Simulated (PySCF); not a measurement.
## Run report: C₄H₅N₃Si, excited-state calculation

System: C₄H₅N₃Si, SMILES N#Cc1cn([SiH3])cn1.
Method: TDDFT OLYP/def2-SVPD, vertical, gas phase, core orbitals frozen in the response (PySCF 2.14.0).

The geometry comes from this level: GFN2-xTB. It belongs to a series of runs on one base structure; here: OLYP/def2-SVPD; 12 states.

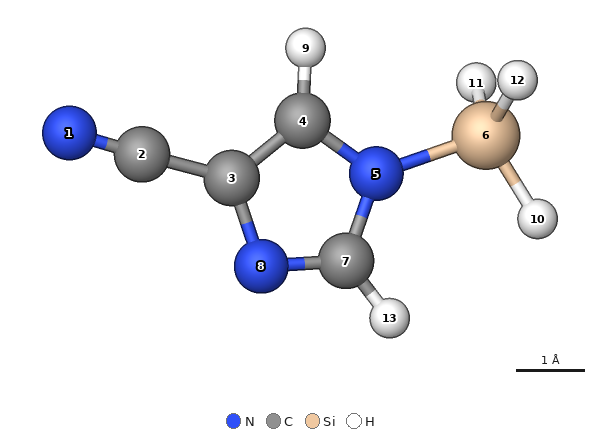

The input geometry (ball-and-stick view, seen at a tilt; atoms are numbered from 1 in the order of the input). Bond lengths as drawn: C–C 1.37 to 1.40 Å, C–H 1.07 Å, C–N 1.15 to 1.37 Å, H–Si 1.46 Å and N–Si 1.76 Å.

### Input
```
{"job": {"kind": "uv", "xc": "OLYP", "basis": "def2-SVPD", "nstates": 12, "ntriplets": 2, "tda": false}, "charge": 0, "multiplicity": 1}
N      4.139272     0.378747     0.292626
C      3.033768     0.102582     0.165851
C      1.669554    -0.199426     0.020369
C      0.601059     0.643142     0.204776
N     -0.527841    -0.081577    -0.047804
Si    -2.187088     0.501752     0.037270
C     -0.078710    -1.331329    -0.373986
N      1.207282    -1.440453    -0.345034
H      0.564246     1.674517     0.489433
H     -2.984342    -0.665519    -0.317217
H     -2.398625     0.953462     1.410114
H     -2.294600     1.592579    -0.928147
H     -0.748363    -2.127991    -0.625979
```

The first line tells a small driver script what to run in PySCF; the rest is the geometry in Å.

Machine: 1 CPU thread, shared host.

Run as:
```bash
OMP_NUM_THREADS=1 python <driver script> task.json out
```

### Output
```
coarse grid: 12256 points
cycle   1  E = -608.6282837445  dE =  1.205e+00  |g| = 4.983e-01  |ddm| = 6.630e+00
cycle   2  E = -608.3010376811  dE =  3.272e-01  |g| = 1.240e+00  |ddm| = 5.056e+00
cycle   3  E = -608.6810275207  dE = -3.800e-01  |g| = 2.423e-01  |ddm| = 3.660e+00
cycle   4  E = -608.6930212338  dE = -1.199e-02  |g| = 1.043e-01  |ddm| = 6.259e-01
cycle   5  E = -608.6950888451  dE = -2.068e-03  |g| = 4.941e-02  |ddm| = 3.049e-01
cycle   6  E = -608.6955620270  dE = -4.732e-04  |g| = 1.810e-02  |ddm| = 1.022e-01
cycle   7  E = -608.6956348071  dE = -7.278e-05  |g| = 5.524e-03  |ddm| = 3.735e-02
cycle   8  E = -608.6956429014  dE = -8.094e-06  |g| = 1.338e-03  |ddm| = 1.025e-02
final grid: 116600 points
cycle   9  E = -608.7614306013  dE = -4.264e-05  |g| = 6.021e-03  |ddm| = 2.053e-01
cycle  10  E = -608.7614146136  dE =  1.599e-05  |g| = 9.726e-03  |ddm| = 4.168e-02
cycle  11  E = -608.7614387699  dE = -2.416e-05  |g| = 2.777e-03  |ddm| = 2.915e-02
cycle  12  E = -608.7614404176  dE = -1.648e-06  |g| = 8.993e-04  |ddm| = 5.063e-03
cycle  13  E = -608.7614405660  dE = -1.484e-07  |g| = 3.629e-04  |ddm| = 1.537e-03
cycle  14  E = -608.7614405983  dE = -3.234e-08  |g| = 7.465e-05  |ddm| = 6.963e-04
cycle  15  E = -608.7614405994  dE = -1.081e-09  |g| = 4.207e-05  |ddm| = 2.414e-04
cycle  16  E = -608.7614405999  dE = -4.270e-10  |g| = 1.086e-05  |ddm| = 6.981e-05
```

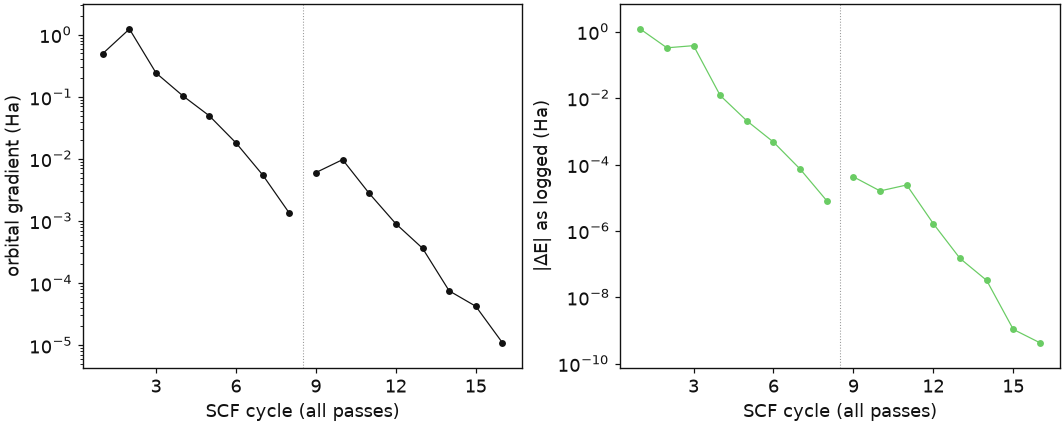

Convergence of the self-consistent field: orbital gradient and size of the energy change against the SCF cycle. The dotted line marks the change from a coarse to the final integration grid. The first 8 cycles use a coarse grid, the final grid takes over at cycle 9, and the field converges after 16 cycles in all.

```
converged SCF energy = -608.7614405999

Static polarisability (au): isotropic 90.822, principal 58.072 82.190 132.203

Singlet excitations
state   eV       nm        f      main configurations
  1   4.9929    248.3   0.00000   H->L+1 1.00
  2   5.2321    237.0   0.00009   H-1->L 1.00
  3   5.5422    223.7   0.10582   H->L 0.69, H-1->L+1 0.21
  4   5.5781    222.3   0.00036   H->L+3 1.00
  5   5.6950    217.7   0.12863   H-1->L+1 0.77, H->L 0.17
  6   5.8383    212.4   0.01714   H->L+2 0.60, H-2->L 0.36
  7   5.8766    211.0   0.00018   H->L+4 0.99
  8   6.2068    199.8   0.00814   H-1->L+3 0.99
  9   6.2083    199.7   0.00001   H-2->L+1 0.99
 10   6.3139    196.4   0.00022   H->L+5 0.97
 11   6.4118    193.4   0.00372   H-1->L+2 0.97
 12   6.5021    190.7   0.00001   H-3->L 0.95

Triplet excitations (Tamm-Dancoff, eV): 3.9914 4.9712
```

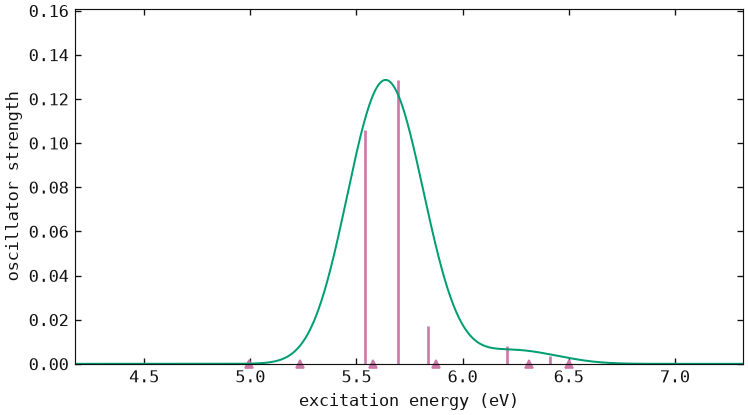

Computed excitations as sticks (degenerate states added up, dark ones marked on the axis), with a Gaussian envelope of 0.35 eV full width at half maximum, scaled to the tallest. Of the 12 states the lowest lies at 4.99 eV (f = 0.000); the strongest line is at 5.70 eV, or 218 nm (f = 0.129).

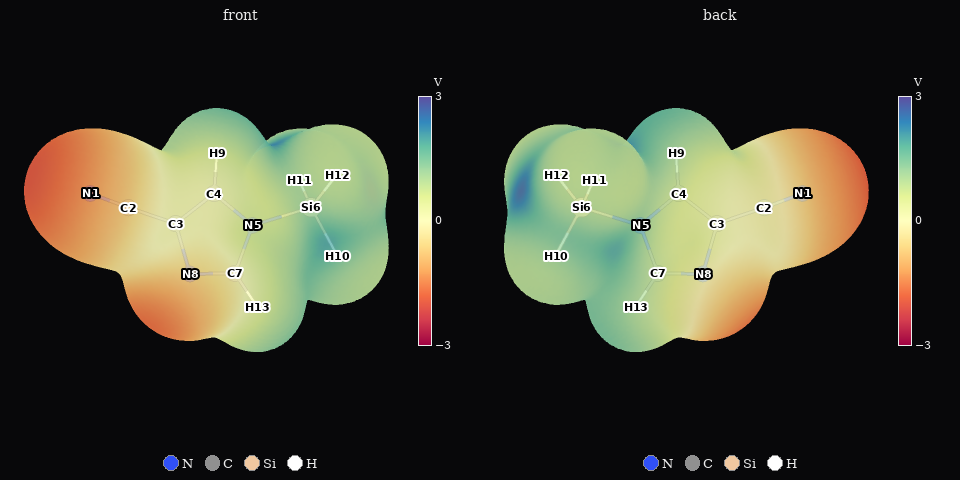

The electrostatic potential painted on the density surface at 0.002 e/bohr³, seen at a tilt and from behind; red is negative and blue positive.

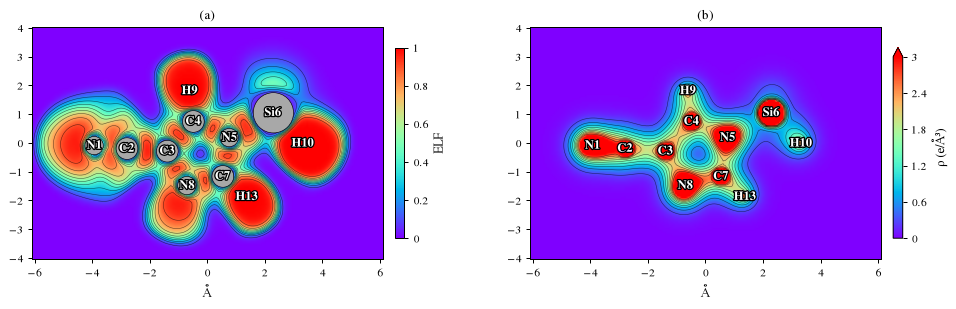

(a) ELF; (b) electron density on the plane of atoms N5, C4 and H9. Grey discs, where drawn, cover atomic cores. The section cuts through N, C, Si and H sites. C–N (1.15 Å): ρ is about 3.5 e/Å³ halfway; the ELF peaks at about 0.85 between the atoms (a multiple bond by its length, whose ELF region spreads away from the axis). C–C (1.37 Å): ρ at the midpoint is about 2.1 e/Å³; the ELF peaks at about 0.95 between the atoms, which marks localised, shared-pair bonding.

### Summary

```json
{"quantity": "outcome", "value": "converged"}
{"quantity": "total energy", "value": "−608.761441 hartree"}
{"quantity": "HOMO", "value": "−6.24 eV"}
{"quantity": "LUMO", "value": "−1.66 eV"}
{"quantity": "dipole moment", "value": "7.53 D"}
{"quantity": "mean polarisability", "value": "90.82 a.u."}
{"quantity": "lowest singlet excitation", "value": "4.99 eV"}
{"quantity": "wall time", "value": "47 s"}
{"quantity": "peak memory", "value": "0.72 GiB"}
```

Settings chosen away from the usual ones: OLYP/def2-SVPD; 12 states.
